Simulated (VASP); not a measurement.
Band structure of TiN (rock salt). These are rev-vdW-DF2, VASP's PBE PAW potentials (set 64) (plane waves; VASP 6.6.1) values and carry that method's errors.

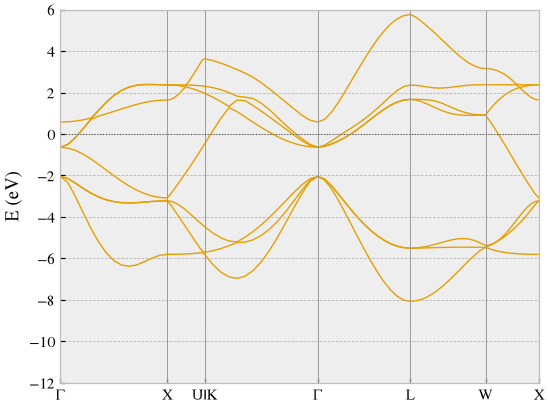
Figure: Bands along high-symmetry lines, zero at the valence-band maximum or, without a gap, the Fermi level

**Question.** Read the plot: is there a gap, and where are the band edges?

**Answer.** It has no gap at this level: it comes out as a metal or semimetal. (Edges off the drawn lines would not show.)

The compound is TiN in the rock salt structure. It was relaxed first. The electron count is odd and the run is not spin-polarised, which forces a metal.
